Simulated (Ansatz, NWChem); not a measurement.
Strength of the Si–In bond: SiH3(InH2) → SiH3 + InH2

Species: SiH3(InH2), singlet; SiH3 `[SiH3]`, doublet; InH2 `[InH2]`, doublet. 

Shapes, held fixed at every level: PBE0-D4/def2-TZVP. Programs: Ansatz 0.2.0. Electronic energies: no zero-point or thermal term.

```csv
level,kind,ΔE (kJ/mol),less CCSD(T)/def2-TZVPP
HF/def2-SVP,Hartree–Fock,+184.3,-83.4
PBE-D4/def2-TZVPP,GGA,+261.6,-6.1
r2SCAN-D4/def2-TZVPP,meta-GGA,+252.1,-15.6
B3LYP-D4/def2-TZVPP,global hybrid,+254.6,-13.1
MP2/def2-SVP,perturbation theory,+251.5,-16.2
CCSD/def2-SVP,coupled cluster or CI,+247.5,-20.2
CCSD(T)/def2-TZVPP,coupled cluster or CI,+267.7,0.0
```

The highest level, CCSD(T)/def2-TZVPP, gives ΔE = +267.7 kJ/mol; the levels span +184.3 to +267.7. The column of differences is taken from that level and isn't an error. Hartree–Fock misses the correlation of the pair that is broken and comes out low. No measured value is set beside it here. Open shells run unrestricted unless RO is named. For atoms past krypton def2 sets carry core potentials with scalar relativity. Correlated rows may include outer-core shells of In, which these sets cover unevenly.

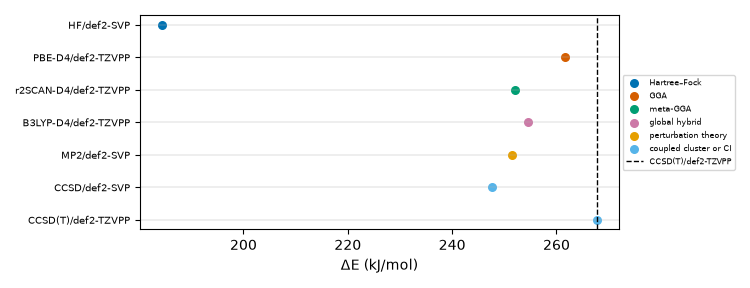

The values of the table, level by level.
